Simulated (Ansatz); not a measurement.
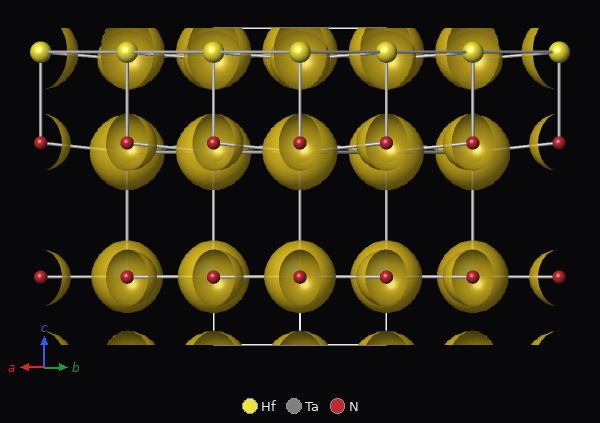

Figure 1: Hf$_{2}$TaN$_{3}$. Isosurface of the valence charge density (pseudo) at 1 e/Å³ (yellow), seen along [110]. Sticks mark near contacts.

Space group P4mm; a structure generated by program, which may or may not match a known phase.

Theory: Ansatz 0.2.0, DFT PBE, scalar-relativistic, plane waves, PAW.

```
Hf Ta N
1.0
     3.09406    0.00000    0.00000
     0.00000    3.09406    0.00000
     0.00000    0.00000    8.01505
Hf Ta N
2 1 3
Direct
  0.00000 0.00000 0.92455
  0.50000 0.50000 0.60807
  0.50000 0.50000 0.21491
  0.00000 0.00000 0.63760
  0.00000 0.00000 0.21375
  0.50000 0.50000 0.90112
```

Q: Which contacts does the surface bridge?

A: At this value the density breaks into separate islands; it holds about 75 % of the electrons treated as valence (semicore included). It bridges none of the near contacts. It is pinched off along the sampled Ta–N (2.19 Å), Hf–N (2.20 Å), Hf–Hf (3.09 Å) and Ta–Ta (3.09 Å) contacts. On the grid the lowest density along these lines, outside the cores, is 0.57 e/Å³ (Ta–N, 2.19 Å), 0.58 e/Å³ (Hf–N, 2.20 Å), 0.21 e/Å³ (Hf–Hf, 3.09 Å) and 0.23 e/Å³ (Ta–Ta, 3.09 Å).
